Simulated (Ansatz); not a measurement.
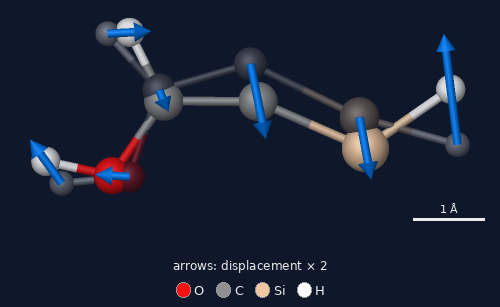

A relaxation of C$_{2}$H$_{3}$OSi (charge +1). The starting structure is drawn faded, the final one solid; blue arrows show the displacements, 2 times their true length. The two geometries are superimposed by the best rigid fit.

Style: ball-and-stick. Shown face on.

Computed with RKS PBE0-D4/def2-TZVP in Ansatz 0.2.0. Settings: force threshold 0.005 eV/Å; at most 200 steps.

Question: Which element moves most?

Answer: Hydrogen: up to 0.80 Å, against 0.55 Å for carbon.

Question: What happened in the run?

Answer: An H atom moves most after the best rigid fit: 0.80 Å. Largest moves by element: H 0.80 Å, C 0.55 Å, Si 0.45 Å, O 0.25 Å. Some distances before and after: C–Si 1.733 → 1.672 Å, H–Si 1.452 → 1.483 Å, C–C 1.358 → 1.347 Å, C–O 1.307 → 1.297 Å. Bond angles that change, for instance: C–Si–H 169.6° → 121.6°, C–C–Si 137.9° → 156.7°, C–O–H 114.5° → 112.4°. After 11 accepted moves (12 points after the start) the energy has fallen by 14.3 kcal/mol. Largest force component: 3.1 eV/Å at the start, 0.00026 eV/Å at the end. The line search rejected the trial step at point 11 of the run. Cost: 37 s on 2 threads of Arm Neoverse V1, on a shared host.
